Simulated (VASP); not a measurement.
Band structure of NaCl (rock salt). Computed with vdW-DF-cx, VASP's PBE PAW potentials (set 64) (plane waves; VASP).

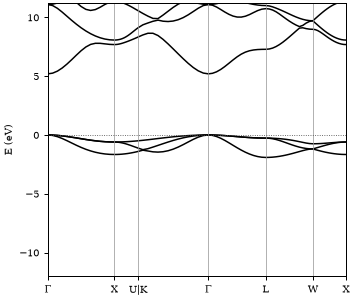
Fig. 1. Bands along high-symmetry lines, zero at the valence-band maximum or, without a gap, the Fermi level

Q: Read the plot: is there a gap, and where are the band edges?

A: The gap is direct, 5.20 eV, from the valence maximum at Γ to the conduction minimum at Γ. (Edges off the drawn lines would not show.)

Measured: gap 8.97 eV (computed value off by -3.77 eV), as given by Wei Chen et al., Physical Review Materials (2018), doi:10.1103/physrevmaterials.2.073803.

The compound is NaCl in the rock salt structure. It was relaxed first.
